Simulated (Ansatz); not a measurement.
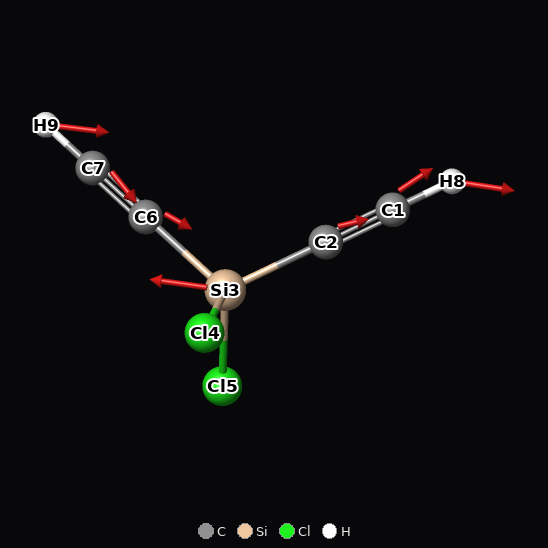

The arrows show one normal mode. Harmonic vibrations computed with RKS PBE0-D4/def2-TZVP (Ansatz 0.2.0) at a stationary point of the same level.

Q: Describe the motion.

A: Mostly out-of-phase stretching of 2 C–Si bonds.

Q: At what wavenumber does it lie?

A: 720 cm⁻¹; it is mode 13 of 21 counted from the lowest.
